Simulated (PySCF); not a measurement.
SMILES [CH2]I, doublet at its B3LYP/def2-SVP optimised geometry (Å):

```
4

C     -0.7732     0.0000     0.0000
I      1.2898     0.0000     0.0000
H     -1.2897     0.9598     0.0000
H     -1.2898    -0.9598    -0.0002
```

Method: unrestricted B3LYP/def2-TZVP, def2 effective core potentials past Kr run with PySCF 2.14.0. The core electrons that the potentials of I replace are not part of the density. Cells within 0.4 Å of a nucleus heavier than hydrogen are left out (blank, or x).

Map of the log10 of the electron density (e/bohr³), floored at −4 on the plane z = 0.0 Å:

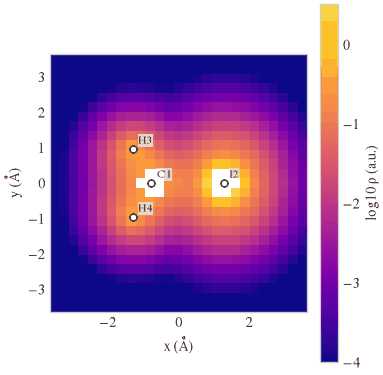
Figure: Log10 of the electron density (e/bohr³), floored at −4 on the plane z = 0.0 Å.
